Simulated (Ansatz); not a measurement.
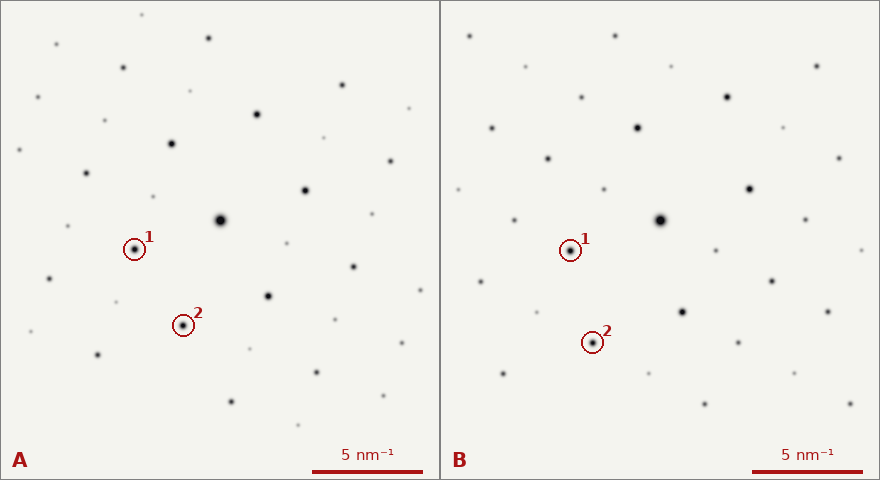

Kinematic electron diffraction patterns (120 kV, B = 0.5 Å², same scale) along [1-10] of the run's own cell, for the start and the end of one relaxation of Zn2H with Ansatz, DFT PBE, scalar-relativistic, plane waves, PAW. k mesh 8×8×12. The start is a generated model structure, and the relaxation ends in the nearest stationary point of its symmetry, not necessarily the ground state. Spot 1 is -1 -1 -1 and spot 2 is 0 0 -2 in both.

Start structure:

```
Zn H
1.0
     4.83377    0.00000    0.00000
     0.00000    4.83377    0.00000
     0.00000    0.00000    3.11344
Zn H
4 2
Direct
  0.30600 0.30600 0.00000
  0.19400 0.80600 0.50000
  0.69400 0.69400 0.00000
  0.80600 0.19400 0.50000
  0.00000 0.00000 0.00000
  0.50000 0.50000 0.50000
```

> Which pattern belongs to the start structure, and which to the relaxed one?

B is the start: its cell gives d(1) = 2.302 Å, d(2) = 1.557 Å and an angle of 42.3°. A is the relaxed structure, with d(1) = 2.417 Å (+5.0 %), d(2) = 1.950 Å (+25.2 %) and 51.7°.

> Name reflections whose intensity changes strongly on relaxation.

2 2 -1 goes from 10 to 2.2 % of the strongest spot.

> What did the relaxation do to the structure and the energy?

The volume changed by +1.7 % to 12.34 Å³ an atom; with the mean shift removed, the atoms moved by up to 0.10 Å relative to the cell (Zn most); the space group stayed P4_2/mnm (No. 136); the free energy fell by 57 meV an atom. Relaxed cell: a = 4.357 Å, b = 4.357 Å, c = 3.899 Å, α = 90.00°, β = 90.00°, γ = 90.00°.
